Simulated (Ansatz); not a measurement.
## Electronic structure of GeH₄O₃ in real space

The calculation's input:

```
crystal:
  periodic: [false, false, false]
  atoms:
    - { symbol: Ge, position_ang: [0.0, 0.0, 0.0] }
    - { symbol: O, position_ang: [0.0, 0.0, 1.77] }
    - { symbol: H, position_ang: [-0.9095, -0.2814, 2.1071] }
    - { symbol: O, position_ang: [1.6691, 0.0, -0.5894] }
    - { symbol: H, position_ang: [1.9855, -0.9521, -0.7061] }
    - { symbol: H, position_ang: [-0.73, 1.2648, -0.5162] }
    - { symbol: O, position_ang: [-0.8337, -1.4443, -0.5894] }
    - { symbol: H, position_ang: [-1.2883, -1.91, 0.183] }
basis:
  gaussian: { orbitals: def2-SVP }
hamiltonian:
  xc: cam_b3lyp
relax:
  f_tol: 0.02
  max_steps: 40
output:
  orbitals: {}
```

Command:

```sh
ansatz run input.yaml --threads 2 --pin off --max-ram 3072MiB --backend cpu --events-out ev --progress --plain --runs-dir out
```

The fields are those of the run's last geometry, not of the input's.

Theory: RKS CAM-B3LYP/def2-SVP in Ansatz.

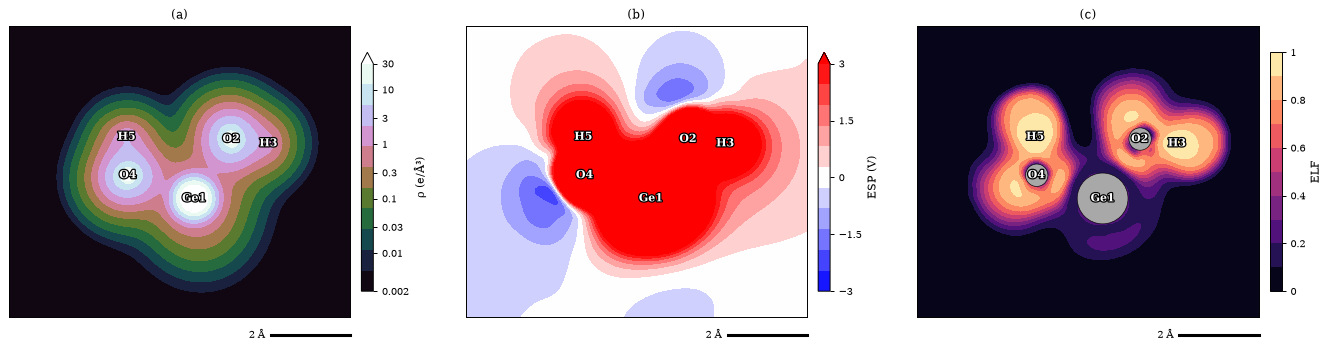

Figure 1. (a) electron density; (b) electrostatic potential; (c) ELF on the plane of atoms O2, Ge1 and O4. Grey discs cover the atomic cores in the ELF map.

Q: Interpret the plot.

A: The section cuts through Ge, O and H sites.
Ge–O (1.76 Å): ρ at the midpoint is about 1 e/Å³; the ELF peaks at about 0.85 in the valence shell of O, 0.6 Å from its nucleus, and is about 0.30 at the midpoint.
O–H (0.96 Å): the density is about 3.6 e/Å³ at the midpoint; the ELF climbs to about 1 towards the hydrogen, as it does in any bond to H; an ordinary covalent bond to hydrogen.
The ELF also peaks beside O4 and O2, away from the bonds: lone-pair regions.
Outside the dense part of the molecule the potential is most negative (−2.2 V) near O4.

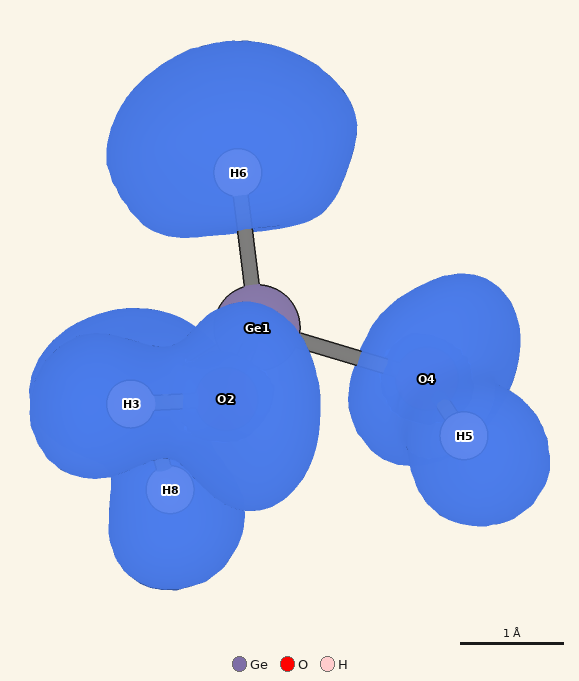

Figure 2. Isosurface of the ELF at 0.75 (blue), seen from one side. Core shells and regions of very low density are left out.

Q: Where are the electrons localised?

A: The surface consists of one region around a hydrogen nucleus and three joined regions spread over several atoms (H, O), in which their bonds and any lone pairs are merged.

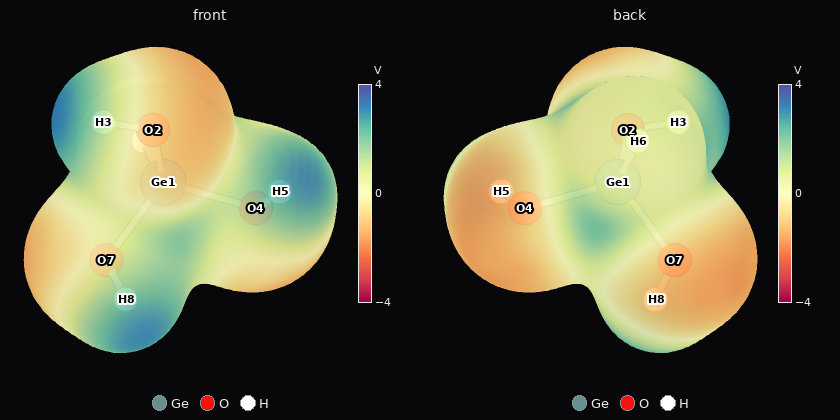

Figure 3. The electrostatic potential painted on the density surface at 0.004 e/bohr³, seen from the front and from behind; the colour scale runs from red (negative) to blue (positive).

Q: Which sites attract a positive test charge, and which a negative one?

A: A positive charge is drawn to the negative regions and a negative charge to the positive ones. The most negative region (about −1.8 V) lies over O4 and O7, the most positive (about +3.2 V) over H3 and H8.

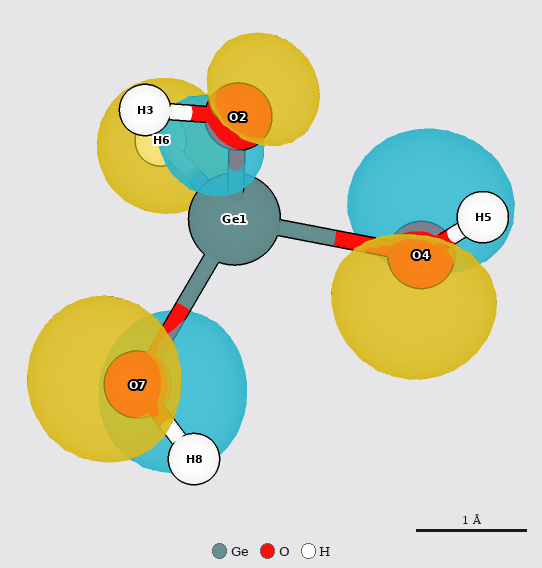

Figure 4. The HOMO at ±0.15 Å⁻³ᐟ² (yellow and cyan are the two phases), seen at a tilt.

Q: Describe this orbital and give its energy.

A: By Hirshfeld shares it lies mainly on O4 (about 40 %), O7 (about 35 %), Ge1 (about 10 %), O2 (about 10 %) and H6 (about 5 %); largely a combination of lone pairs on O4, O7 and O2. Its energy is −10.05 eV.
